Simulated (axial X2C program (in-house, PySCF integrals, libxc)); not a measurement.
# GeSi⁺: bond curves with and without spin–orbit coupling

Aim: find the lowest determinant of GeSi⁺, scan the bond at several levels and fit the constants, once spin-free and once with spin–orbit coupling.

Method: all-electron X2C, Ge dyall-cv3z, Si dyall-v3z; program: an in-house X2C program for linear molecules on PySCF integrals.

All values are calculated.

## 1. The job

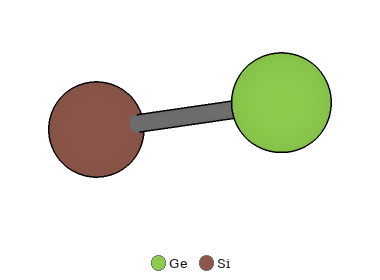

The two atoms at 2.370 Å (germanium green, silicon brown).

The input, task.json:

```json
{"zs": [32, 14], "q": 1, "bas": ["dyall-cv3z", "dyall-v3z"], "levels": ["PBE0", "HF", "LDA"], "cc": true, "r0": 2.37, "thr": -1.0, "nmax": 90, "npts": 10, "nst": 2, "ntry": 6}
```

Keys: zs atomic numbers; q charge; bas basis sets; levels methods (HF also brings MP2); cc coupled cluster on or off; r0 starting distance in Å; thr threshold in hartree for freezing inner shells (an s shell follows its p shell); nmax most natural virtual spinors; npts points asked for on the curve; nst determinants followed; ntry starts of the search.

Started as:

```
python so2c.py task.json out
```

Spin-free means the one-electron spin-free X2C Hamiltonian; two-component (2c) means X2C with spin–orbit coupling and atomic mean-field two-electron Coulomb and Gaunt terms. Basis: Ge dyall-cv3z contracted to [9s9p7d4f1g], Si dyall-v3z contracted to [8s7p2d1f]; Gaussian nuclei, density fitting. Masses: Ge 73.921 u, Si 27.977 u.

Notation: σ, π±, δ± give the projection m of an orbital's angular momentum (0, ±1, ±2), α and β its spin, Λ and M_S the sums; ω is the projection of a spinor's total angular momentum and Ω the sum. Logs are in hartree.

The results follow Hamiltonian by Hamiltonian and level by level.

## 2. Search for the lowest determinant

Determinants are compared with PBE0 at 2.370 Å.

Spin-free determinants:

```
ΔE (eV)             state                          open shells
   0.00  M_S = 3/2, Λ = 0   beyond closed shells: σα, π+α, π-α
   0.37  M_S = 1/2, Λ = 0   beyond closed shells: σβ, π+α, π-α
   0.78  M_S = 1/2, Λ = 1            beyond closed shells: π+α
   0.84  M_S = 1/2, Λ = 2   beyond closed shells: σα, π+α, π+β
   0.84  M_S = 1/2, Λ = 0   beyond closed shells: σα, π+β, π-α
   1.76  M_S = 1/2, Λ = 1  beyond closed shells: π+α, π+β, π-α
   2.38  M_S = 3/2, Λ = 2    beyond closed shells: σα, 2 × π+α
```

Two-component determinants:

| ΔE (eV) | state | open shells |
| --- | --- | --- |
| 0.00 | Ω = 3/2 | excess of +ω over −ω: ω = 3/2 |
| 0.37 | Ω = 1/2 | excess of +ω over −ω: 2 × ω = -1/2, ω = 3/2 |
| 0.74 | Ω = 1/2 | excess of +ω over −ω: ω = 1/2 |
| 0.84 | Ω = 5/2 | excess of +ω over −ω: 2 × ω = 1/2, ω = 3/2 |
| 0.91 | Ω = 1/2 | excess of +ω over −ω: ω = 1/2 |
| 2.46 | Ω = 7/2 | excess of +ω over −ω: ω = 1/2, 2 × ω = 3/2 |
| 2.91 | Ω = 5/2 | excess of +ω over −ω: ω = -1/2, 2 × ω = 3/2 |

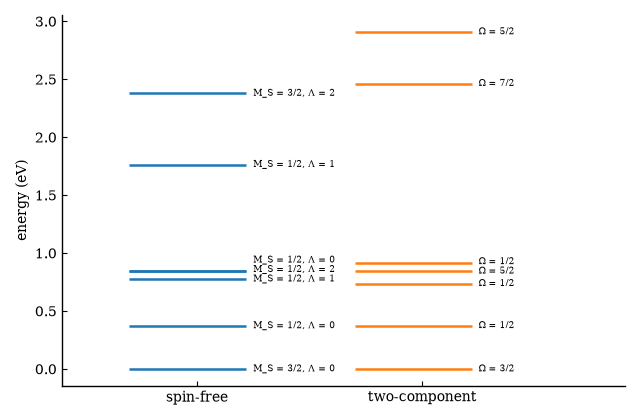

The determinants found, each set from its own lowest.

## 3. PBE0, spin-free

State followed: M_S = 3/2, Λ = 0 (beyond closed shells: σα, π+α, π-α). The scan is laid around 2.352 Å, a first estimate of the minimum, and this SCF restarts from the orbitals of the search.

The SCF at the reference distance of 2.352 Å:

```text
spin-free X2C-1e  PBE0
basis functions 154  fitting functions 914  grid points 5079
iter        total energy     max residual
   1      -2388.061379877     1.00e+00
   2      -2388.228756595     7.19e-03
   3      -2388.228811639     3.26e-03
   4      -2388.228882114     9.35e-04
   5      -2388.228889473     5.90e-04
   6      -2388.228890810     2.77e-04
   7      -2388.228891107     7.92e-05
   8      -2388.228891180     2.96e-05
   9      -2388.228891183     5.81e-06
converged
one-electron -3514.04124313  Coulomb 1125.53067125  exact exchange -24.66029832  xc functional -75.85368020  nuclear repulsion 100.79565922
```

Along the bond, energies from the lowest point:

```csv
R (Å),E (eV),μ (D),HOMO (eV),LUMO (eV),iterations
2.046,0.6702,2.03,-13.23,-9.96,26
2.140,0.2733,2.08,-13.22,-9.75,21
2.211,0.1052,2.11,-13.01,-9.73,20
2.281,0.0207,2.15,-12.80,-9.71,17
2.352,0.0000,2.18,-12.61,-9.67,9
2.434,0.0361,2.22,-12.40,-9.63,17
2.517,0.1195,2.26,-12.21,-9.57,15
2.623,0.2731,2.31,-11.99,-9.49,15
2.752,0.5025,2.39,-11.74,-9.38,14
2.940,0.8694,2.53,-11.44,-9.21,15
```

Dipoles are positive if Si is the positive end and refer to the centre of mass.

Outer orbitals at the reference distance:

| symmetry | occupied | ε (eV) | atomic character |
| --- | --- | --- | --- |
| σα | yes | -22.22 | 49% Ge s, 32% Si s, 8% Si p |
| σβ | yes | -20.09 | 54% Ge s, 30% Si s, 8% Si p |
| σα | yes | -17.96 | 43% Si s, 30% Ge s, 14% Ge p |
| σβ | yes | -16.05 | 47% Si s, 26% Ge s, 14% Ge p |
| σα | yes | -13.13 | 45% Si p, 41% Ge p, 7% Si s |
| π-α | yes | -12.61 | 49% Si p, 44% Ge p, 3% Ge d |
| π+α | yes | -12.61 | 49% Si p, 44% Ge p, 3% Ge d |
| σβ | no | -9.67 | 45% Si p, 42% Ge p, 7% Si s |
| π-β | no | -9.29 | 50% Ge p, 46% Si p, 2% Si d |
| π+β | no | -9.29 | 50% Ge p, 46% Si p, 2% Si d |
| π-α | no | -8.41 | 47% Ge p, 43% Si p, 5% Si d |

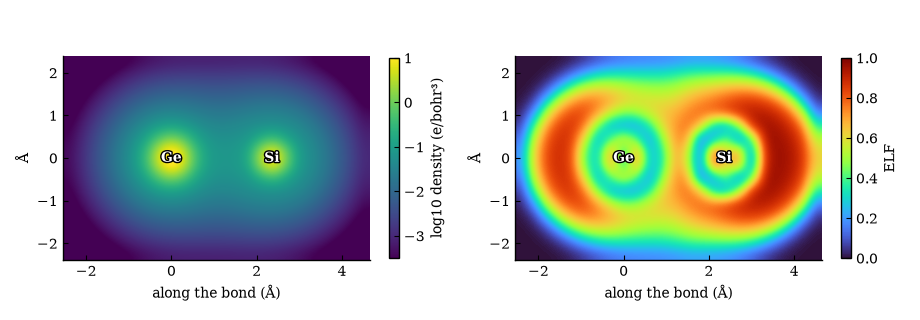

PBE0 fields in a plane through the axis, from a grid of 0.3 Å; Ge lies at z = 0 and Si at z = 2.352 Å; the ELF is damped to zero where the density is low.

Re = 2.344 Å, ωe = 366 cm⁻¹, ωexe = 1.36 cm⁻¹, Be = 0.1512 cm⁻¹, De = 3.33 eV, μ = 2.17 D.

## 4. HF, spin-free

The SCF at the reference distance of 2.352 Å:

```text
spin-free X2C-1e  HF
basis functions 154  fitting functions 914  grid points 5079
iter        total energy     max residual
   1      -2386.356105960     2.87e-01
   2      -2386.380691347     1.04e-02
   3      -2386.381660781     1.39e-02
   4      -2386.381970713     4.84e-03
   5      -2386.382000536     5.86e-04
   6      -2386.382006695     4.45e-04
   7      -2386.382007917     2.43e-04
   8      -2386.382009101     1.41e-04
   9      -2386.382009498     1.38e-04
  10      -2386.382009652     5.09e-05
  11      -2386.382009682     1.84e-05
  12      -2386.382009689     1.23e-05
  13      -2386.382009691     4.77e-06
  14      -2386.382009691     5.59e-07
converged
one-electron -3514.07349658  Coulomb 1125.65732275  exact exchange -98.76149508  xc functional 0.00000000  nuclear repulsion 100.79565922
```

Re = 2.331 Å, ωe = 392 cm⁻¹, ωexe = 1.15 cm⁻¹, Be = 0.1529 cm⁻¹, De = 2.01 eV, μ = 2.14 D.

## 5. LDA, spin-free

The SCF at the reference distance of 2.352 Å:

```text
spin-free X2C-1e  LDA
basis functions 154  fitting functions 914  grid points 5079
iter        total energy     max residual
   1      -2384.179302512     3.63e-01
   2      -2384.191365222     1.60e-02
   3      -2384.192437966     2.72e-02
   4      -2384.192600081     1.77e-02
   5      -2384.192632741     1.16e-02
   6      -2384.192673642     4.88e-04
   7      -2384.192673880     4.75e-04
   8      -2384.192674128     4.72e-05
   9      -2384.192674132     4.74e-05
  10      -2384.192674137     9.99e-07
converged
one-electron -3513.46181639  Coulomb 1124.84447017  exact exchange 0.00000000  xc functional -96.37098714  nuclear repulsion 100.79565922
```

Re = 2.342 Å, ωe = 354 cm⁻¹, ωexe = 1.46 cm⁻¹, Be = 0.1514 cm⁻¹, De = 4.06 eV, μ = 2.33 D.

## 6. MP2 and beyond, spin-free

Correlated methods: 7 electrons correlated (frozen shells, counted by type: Ge 3 s, 2 p, 1 d; Si 2 s, 1 p), 207 virtual spinors in MP2, 90 natural virtuals in coupled cluster.

Output of the correlated part at 2.352 Å:

```text
correlated 7  virtual 207  natural virtual 90  E(MP2) -0.132238350  MP2 remainder -0.002262660
iter   CCSD correlation   residual
   1     -0.147936675   1.26e-01
   2     -0.155094666   4.92e-02
   3     -0.155628270   1.32e-02
   4     -0.155845594   5.92e-03
   5     -0.155853460   1.91e-03
   6     -0.155851600   5.21e-04
   7     -0.155856997   1.66e-04
   8     -0.155856681   6.01e-05
   9     -0.155856567   2.36e-05
  10     -0.155856593   1.02e-05
  11     -0.155856684   5.33e-06
  12     -0.155856726   2.57e-06
  13     -0.155856726   9.78e-07
(T) -0.009603336  T1 0.0292  D1 0.0425  max T2 0.103
```

T1 in the output is the amplitude norm over the root of the electron number; divide by √2 for the Lee–Taylor value.

MP2: Re = 2.336 Å, ωe = 385 cm⁻¹, Be = 0.1523 cm⁻¹, De = 3.01 eV.

CCSD: Re = 2.346 Å, ωe = 374 cm⁻¹, ωexe = 1.45 cm⁻¹, Be = 0.1509 cm⁻¹, De = 2.86 eV. T1 at Re = 0.021 (Lee–Taylor, the printed value over √2).

CCSD(T): Re = 2.355 Å, ωe = 366 cm⁻¹, ωexe = 1.59 cm⁻¹, Be = 0.1498 cm⁻¹, De = 3.03 eV. T1 at Re = 0.021 (Lee–Taylor, the printed value over √2).

## 7. A higher determinant, spin-free

State: M_S = 1/2, Λ = 0 (beyond closed shells: σβ, π+α, π-α).

Output at the reference distance:

```text
spin-free X2C-1e  PBE0
basis functions 154  fitting functions 914  grid points 5079
iter        total energy     max residual
   1      -2388.048281394     1.05e+00
   2      -2388.215157289     7.81e-03
   3      -2388.215219224     3.20e-03
   4      -2388.215272731     1.12e-03
   5      -2388.215274378     5.72e-04
   6      -2388.215279166     2.55e-04
   7      -2388.215279323     1.76e-04
   8      -2388.215279565     1.75e-05
   9      -2388.215279567     6.23e-06
converged
one-electron -3513.95638347  Coulomb 1125.44903456  exact exchange -24.65783250  xc functional -75.84575738  nuclear repulsion 100.79565922
```

```csv
R (Å),E above the lowest PBE0 point (eV)
2.046,1.012
2.140,0.623
2.211,0.462
2.281,0.384
2.352,0.370
2.434,0.414
2.517,0.505
2.623,0.666
2.752,0.901
```

Re = 2.334 Å, ωe = 373 cm⁻¹, ωexe = 1.45 cm⁻¹, Be = 0.1525 cm⁻¹, μ = 2.17 D. ⟨S²⟩ = 1.78 against 0.75 for a pure state, so this determinant mixes spins. Te = 0.37 eV.

## 8. The spin-free curves together

Energy (eV) of the followed determinant, spin-free, from each level's lowest point:

```csv
R (Å),PBE0,HF,MP2,CCSD,CCSD(T),LDA
2.046,0.670,0.672,0.689,n/a,n/a,0.628
2.140,0.273,0.263,0.274,0.294,0.311,0.254
2.211,0.105,0.093,0.100,0.114,0.127,0.097
2.281,0.021,0.012,0.016,0.024,0.030,0.018
2.352,0.000,0.000,0.000,0.000,0.000,0.000
2.434,0.036,0.052,0.046,0.036,0.028,0.034
2.517,0.119,0.156,0.142,0.122,0.105,0.112
2.623,0.273,0.343,0.314,0.280,0.250,0.254
2.752,0.503,0.622,0.565,n/a,n/a,0.464
2.940,0.869,1.076,0.968,n/a,n/a,0.796
```

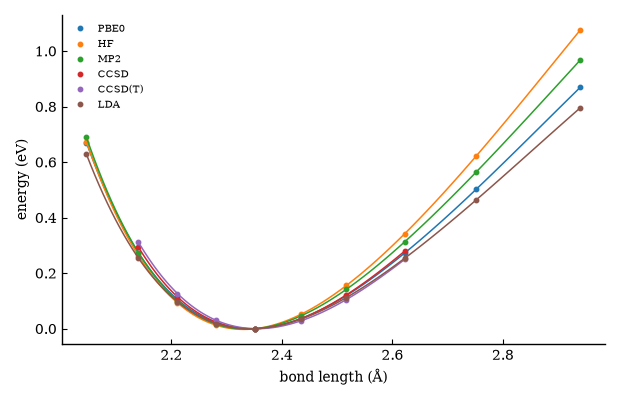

Curves of the followed state, spin-free, each from its own lowest point.

## 9. PBE0, 2c

State followed: Ω = 3/2 (excess of +ω over −ω: ω = 3/2). The scan is laid around 2.352 Å, a first estimate of the minimum, and this SCF restarts from the orbitals of the search.

Output at 2.352 Å:

```text
two-component X2C + atomic mean field  PBE0
basis functions 154  fitting functions 914  grid points 5079
iter        total energy     max residual
   1      -2387.352511093     1.00e+00
   2      -2387.520669565     7.20e-03
   3      -2387.520725631     3.24e-03
   4      -2387.520794571     9.36e-04
   5      -2387.520801607     5.89e-04
   6      -2387.520802888     2.71e-04
   7      -2387.520803188     7.98e-05
   8      -2387.520803259     3.04e-05
   9      -2387.520803263     5.65e-06
converged
one-electron -3512.22023211  Coulomb 1125.14171043  exact exchange -24.65188315  xc functional -75.82775975  nuclear repulsion 100.79565922  atomic mean-field constant -0.75829790
```

Along the bond, energies from the lowest point:

```csv
R (Å),E (eV),μ (D),HOMO (eV),LUMO (eV),iterations
2.046,0.6729,2.03,-13.23,-10.00,26
2.140,0.2752,2.08,-13.19,-9.77,22
2.211,0.1065,2.11,-12.97,-9.73,19
2.281,0.0213,2.15,-12.76,-9.71,17
2.352,0.0000,2.18,-12.57,-9.67,9
2.434,0.0354,2.22,-12.36,-9.63,17
2.517,0.1180,2.26,-12.17,-9.57,14
2.623,0.2706,2.31,-11.95,-9.49,14
2.752,0.4987,2.40,-11.71,-9.38,17
2.940,0.8623,2.53,-11.41,-9.22,18
```

Dipoles are positive if Si is the positive end and refer to the centre of mass.

Outer spinors at the reference distance:

| ω | occupied | ε (eV) | atomic character | λ mixture |
| --- | --- | --- | --- | --- |
| 1/2 | yes | -22.22 | 49% Ge s, 32% Si s, 8% Si p | 100% σ |
| -1/2 | yes | -20.09 | 54% Ge s, 30% Si s, 8% Si p | 100% σ |
| 1/2 | yes | -17.95 | 43% Si s, 30% Ge s, 14% Ge p | 100% σ |
| -1/2 | yes | -16.05 | 47% Si s, 26% Ge s, 14% Ge p | 100% σ |
| 1/2 | yes | -13.12 | 45% Si p, 41% Ge p, 7% Si s | 100% σ |
| -1/2 | yes | -12.64 | 48% Si p, 46% Ge p, 3% Ge d | 100% π |
| 3/2 | yes | -12.57 | 50% Si p, 43% Ge p, 3% Ge d | 100% π |
| -1/2 | no | -9.67 | 45% Si p, 42% Ge p, 7% Si s | 100% σ |
| 1/2 | no | -9.33 | 51% Ge p, 45% Si p, 2% Si d | 100% π |
| -3/2 | no | -9.26 | 49% Ge p, 47% Si p, 2% Si d | 100% π |
| -1/2 | no | -8.44 | 46% Ge p, 44% Si p, 5% Si d | 100% π |

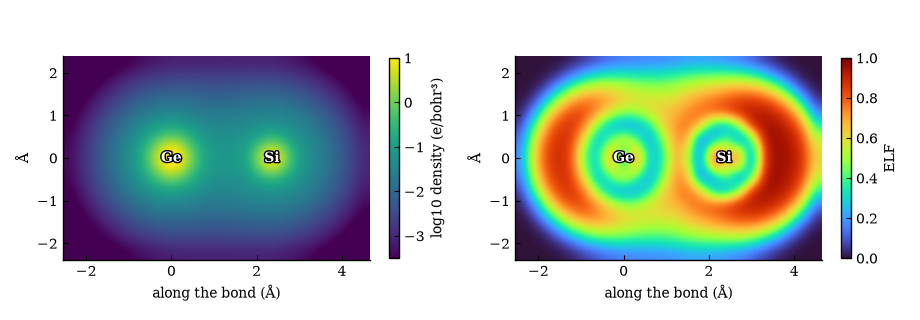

PBE0 fields in a plane through the axis, from a grid of 0.3 Å; Ge lies at z = 0 and Si at z = 2.352 Å; the ELF is damped to zero where the density is low.

Re = 2.345 Å, ωe = 366 cm⁻¹, ωexe = 1.36 cm⁻¹, Be = 0.1511 cm⁻¹, De = 3.31 eV, μ = 2.17 D.

## 10. HF, 2c

Output at 2.352 Å:

```text
two-component X2C + atomic mean field  HF
basis functions 154  fitting functions 914  grid points 5079
iter        total energy     max residual
   1      -2385.648692967     2.87e-01
   2      -2385.673277851     1.05e-02
   3      -2385.674258997     1.39e-02
   4      -2385.674576520     4.93e-03
   5      -2385.674615173     5.66e-04
   6      -2385.674634272     1.24e-03
   7      -2385.674650660     1.33e-03
   8      -2385.674693348     1.25e-03
   9      -2385.674762952     2.13e-03
  10      -2385.674876042     3.12e-03
  11      -2385.675033819     3.25e-03
  12      -2385.675395303     3.87e-03
  13      -2385.675547513     2.44e-03
  14      -2385.675772486     2.19e-03
  15      -2385.675913583     1.69e-03
  16      -2385.675940549     9.19e-04
  17      -2385.675965247     5.30e-04
  18      -2385.675972353     5.18e-04
  19      -2385.675977218     1.97e-04
  20      -2385.675978468     1.27e-04
  21      -2385.675979154     9.78e-05
  22      -2385.675979402     5.84e-05
  23      -2385.675979484     2.52e-05
  24      -2385.675979505     1.71e-05
  25      -2385.675979511     7.12e-06
  26      -2385.675979512     2.29e-06
converged
one-electron -3512.31776213  Coulomb 1125.34824625  exact exchange -98.74382495  xc functional 0.00000000  nuclear repulsion 100.79565922  atomic mean-field constant -0.75829790
```

No constants are quoted: the solution changes its character somewhere along the scan, so the fit is set aside.

## 11. LDA, 2c

Output at 2.352 Å:

```text
two-component X2C + atomic mean field  LDA
basis functions 154  fitting functions 914  grid points 5079
iter        total energy     max residual
   1      -2383.471856737     3.63e-01
   2      -2383.483922856     1.60e-02
   3      -2383.484995862     2.72e-02
   4      -2383.485158311     1.77e-02
   5      -2383.485191441     1.16e-02
   6      -2383.485232462     5.08e-04
   7      -2383.485232762     4.78e-04
   8      -2383.485233028     5.80e-05
   9      -2383.485233046     6.32e-05
  10      -2383.485233057     1.56e-05
  11      -2383.485233060     4.46e-06
converged
one-electron -3511.64156433  Coulomb 1124.45622935  exact exchange 0.00000000  xc functional -96.33725940  nuclear repulsion 100.79565922  atomic mean-field constant -0.75829790
```

Re = 2.343 Å, ωe = 353 cm⁻¹, ωexe = 1.46 cm⁻¹, Be = 0.1513 cm⁻¹, De = 3.97 eV, μ = 2.33 D.

## 12. Correlated methods, 2c

Correlated methods: 7 electrons correlated (frozen shells, counted by type: Ge 3 s, 2 p, 1 d; Si 2 s, 1 p), 207 virtual spinors in MP2, 90 natural virtuals in coupled cluster.

Output of the correlated part at 2.352 Å:

```text
correlated 7  virtual 207  natural virtual 90  E(MP2) -0.124004632  MP2 remainder -0.002251247
iter   CCSD correlation   residual
   1     -0.140846742   1.34e-01
   2     -0.149671384   6.06e-02
   3     -0.150975108   2.56e-02
   4     -0.151790607   1.67e-02
   5     -0.152135629   1.18e-02
   6     -0.152496398   9.33e-03
   7     -0.152926561   6.46e-03
   8     -0.153017166   3.45e-03
   9     -0.153053935   2.27e-03
  10     -0.153073562   1.66e-03
  11     -0.153102030   1.04e-03
  12     -0.153109864   5.38e-04
  13     -0.153112869   2.73e-04
  14     -0.153112206   1.51e-04
  15     -0.153112722   8.16e-05
  16     -0.153113401   5.64e-05
  17     -0.153114235   4.38e-05
  18     -0.153115340   3.59e-05
  19     -0.153116348   2.65e-05
  20     -0.153117056   1.82e-05
  21     -0.153117436   1.34e-05
  22     -0.153117813   1.01e-05
  23     -0.153117983   6.91e-06
  24     -0.153118040   4.42e-06
  25     -0.153118019   2.68e-06
  26     -0.153118000   1.71e-06
(T) -0.009476727  T1 0.0969  D1 0.1898  max T2 0.102
```

MP2: No constants are quoted: the reference changes its character somewhere along the scan, so the fit is set aside.

CCSD: No constants are quoted: the reference changes its character somewhere along the scan, so the fit is set aside.

CCSD(T): No constants are quoted: the reference changes its character somewhere along the scan, so the fit is set aside.

## 13. A higher determinant, 2c

State: Ω = 1/2 (excess of +ω over −ω: 2 × ω = -1/2, ω = 3/2).

Output at the reference distance:

```text
two-component X2C + atomic mean field  PBE0
basis functions 154  fitting functions 914  grid points 5079
iter        total energy     max residual
   1      -2387.339359272     1.05e+00
   2      -2387.507012591     7.81e-03
   3      -2387.507075228     3.16e-03
   4      -2387.507128030     1.12e-03
   5      -2387.507129794     5.66e-04
   6      -2387.507134564     2.56e-04
   7      -2387.507134722     1.72e-04
   8      -2387.507134963     1.79e-05
   9      -2387.507134965     6.38e-06
converged
one-electron -3512.13251555  Coulomb 1125.05734027  exact exchange -24.64944773  xc functional -75.81987328  nuclear repulsion 100.79565922  atomic mean-field constant -0.75829790
```

```csv
R (Å),E above the lowest PBE0 point (eV)
2.046,1.017
2.140,0.627
2.211,0.465
2.281,0.386
2.352,0.372
2.434,0.415
2.517,0.505
2.623,0.665
2.752,0.899
```

Re = 2.335 Å, ωe = 372 cm⁻¹, ωexe = 1.46 cm⁻¹, Be = 0.1524 cm⁻¹, μ = 2.17 D. Te = 0.37 eV.

## 14. The 2c curves together

Energy (eV) of the followed determinant, 2c, from each level's lowest point:

```csv
R (Å),PBE0,HF (jumps),MP2 (its reference jumps),CCSD (its reference jumps),CCSD(T) (its reference jumps),LDA
2.046,0.673,0.710,0.574,n/a,n/a,0.630
2.140,0.275,0.293,0.207,0.281,0.294,0.256
2.211,0.106,0.115,0.064,0.107,0.115,0.098
2.281,0.021,0.024,0.003,0.021,0.024,0.019
2.352,0.000,0.000,0.000,0.000,0.000,0.000
2.434,0.035,0.037,0.050,0.037,0.033,0.034
2.517,0.118,0.125,0.144,0.118,0.113,0.111
2.623,0.271,0.272,0.330,0.265,0.260,0.252
2.752,0.499,0.428,0.568,n/a,n/a,0.461
2.940,0.862,0.608,0.869,n/a,n/a,0.791
```

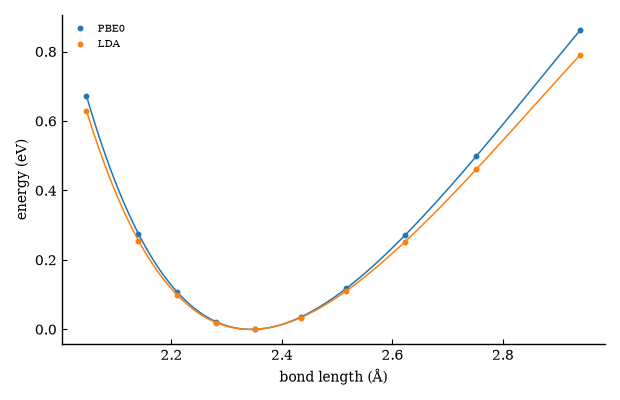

Curves of the followed state, 2c, each from its own lowest point. Left out: HF, MP2, CCSD, CCSD(T).

Time for the job: 2 min (1 thread of INTEL XEON PLATINUM 8581C at 2.10GHz (Emerald Rapids), shared host); peak memory 0.47 GiB.

## 15. What came out

Lowest determinant that the search found at its distance, spin-free: M_S = 3/2, Λ = 0 (beyond closed shells: σα, π+α, π-α).

Lowest determinant that the search found at its distance, 2c: Ω = 3/2 (excess of +ω over −ω: ω = 3/2).

| Hamiltonian | level | Re (Å) | ωe (cm⁻¹) | De (eV) | μ (D) |
| --- | --- | --- | --- | --- | --- |
| spin-free | PBE0 | 2.344 | 366 | 3.33 | 2.17 |
| spin-free | HF | 2.331 | 392 | 2.01 | 2.14 |
| spin-free | MP2 | 2.336 | 385 | 3.01 | n/a |
| spin-free | CCSD | 2.346 | 374 | 2.86 | n/a |
| spin-free | CCSD(T) | 2.355 | 366 | 3.03 | n/a |
| spin-free | LDA | 2.342 | 354 | 4.06 | 2.33 |
| 2c | PBE0 | 2.345 | 366 | 3.31 | 2.17 |
| 2c | LDA | 2.343 | 353 | 3.97 | 2.33 |

Dipoles are positive if Si is the positive end and refer to the centre of mass. No constants: 2c HF (the solution changes its character somewhere along the scan, so the fit is set aside); 2c MP2 (the reference changes its character somewhere along the scan, so the fit is set aside); 2c CCSD (the reference changes its character somewhere along the scan, so the fit is set aside); 2c CCSD(T) (the reference changes its character somewhere along the scan, so the fit is set aside).

Time per point (s) on 1 thread of INTEL XEON PLATINUM 8581C at 2.10GHz (Emerald Rapids), shared host (2c runs); the times are rough: PBE0 0.83, LDA 0.31.

What this shows: At PBE0, going from spin-free to two-component changes Re by +1 mÅ, ωe by -0.2 %, which is small (part of it comes from the scalar share of the two-electron terms). De moves by -0.03 eV; both De rest on single-determinant atoms, which can miss part of an open shell's spin–orbit lowering.

De refers to Ge+ + Si, each in the lowest determinant found, which need not be this curve's own limit. The state is a single determinant with fixed occupations, the lowest that a limited PBE0 search found. Dissociation energies refer to the lowest single-determinant-based atoms at the same level and basis. Density functionals use the spin component along the axis (collinear). Coupled cluster ran in a truncated set of natural virtual spinors; the MP2 energy of the rest was added. With several unpaired electrons one determinant need not be a pure state. With the outer-core shells frozen, correlated bond lengths of heavy atoms tend to come out a few hundredths of an ångström too long.
